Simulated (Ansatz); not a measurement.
Formation energy of the bound charge states of B on the C site (B_C) in metastable 2H silicon carbide (start: the C site; 96-site cell, 2×2×2 shifted sampling) against the Fermi level, Si-rich (Δμ(C) = -0.40 eV, Δμ(B) = -0.025 eV, bounded by B4C (Cm); only phases computed here count, gases as isolated molecules at 0 K). Computed with PBE, PAW (plane waves to 420 eV; Ansatz, an electronic-structure program).

Details: 96-site cell; 2×2×2 shifted k-points; host gap 2.31 eV; charged states image-corrected; finite-size errors of tenths of an eV; flagged in the runs: a host whose relaxation on this sampling wasn't shown to rest.

Left out: charge +1 (carrier in host band states).

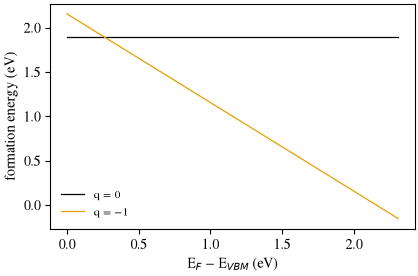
Figure: Formation energy of each charge state against the Fermi level

Crossings of the lowest lines: (0/−1) at 0.26 eV. At the valence-band maximum: q = 0: 1.89 eV; q = −1: 2.15 eV.
